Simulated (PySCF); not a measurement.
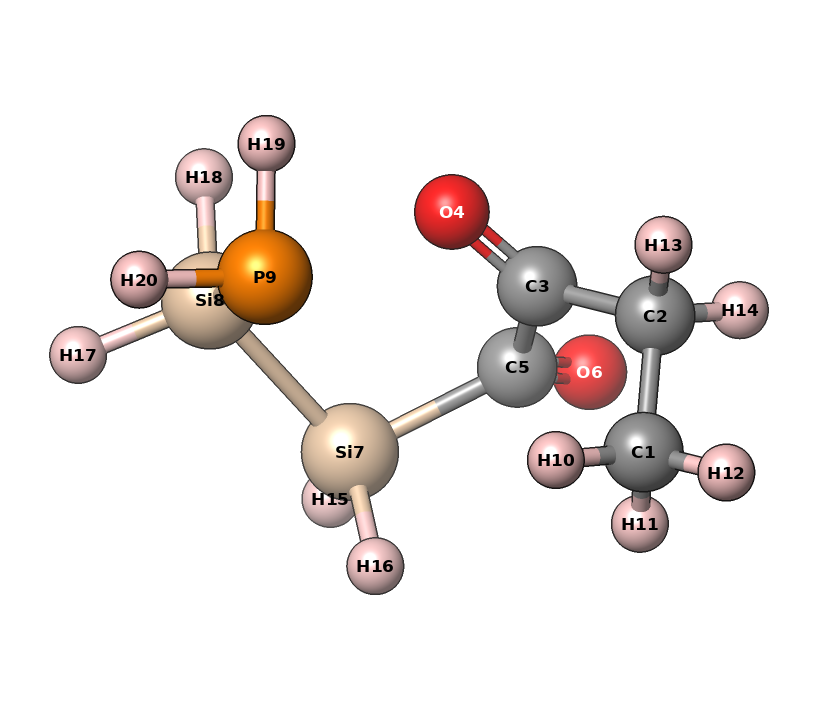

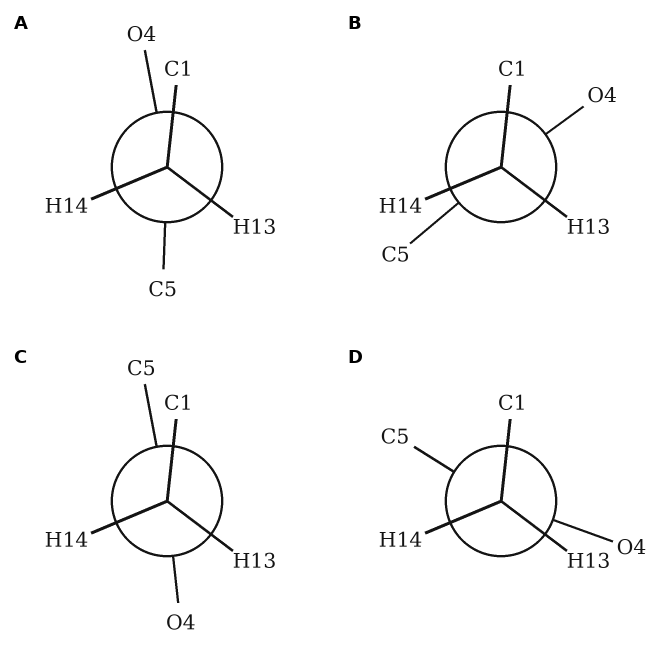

Atoms fade into the background with distance from the viewer. Bonds that would overlap in a projection are set slightly apart. The geometry was computed by an optimisation with GFN2-xTB. No frequency run is at hand to confirm it as a minimum.

**Which Newman projection shows the view along C2–C3, with C2 in front?**

D. The torsion angle C1–C2–C3–O4 is 107°, anticlinal.
